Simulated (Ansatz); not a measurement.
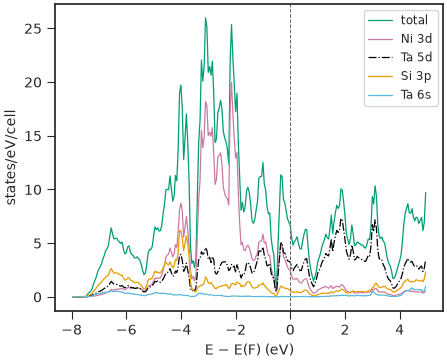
Figure. Total and projected density of states of TaSiNi in space group Pnma (No. 62; Ta on 4c, Si on 4c, Ni on 4c), plane-wave PAW r²SCAN (Ansatz code)

Q: Which orbitals carry the states next to the Fermi level?

A: Within 0.5 eV of the Fermi level: Ta 5d 49 %, Ni 3d 37 %, Si 3p 9 %. Projections are on Löwdin-orthogonalised atomic valence shells; empty p or d shells of many metals are not among them.

Q: Where is the tallest occupied peak in this window, and what makes it?

A: Near -3.1 eV, about 26 states/eV per cell; the largest projected share is Ni 3d.

The workflow started from a Materials Project entry (that database holds measured and hypothetical structures alike); the Crystallography Open Database copy checked does not list it. Whether it is the stable phase at ambient conditions was not checked. Symmetry was held in the r²SCAN relaxation; whether a distortion lowers the energy is not shown. The run is not spin-polarised. Scalar-relativistic: spin–orbit coupling is off unless named, which matters more the heavier the elements.

Potentials: the later of the program's two PAW sets.
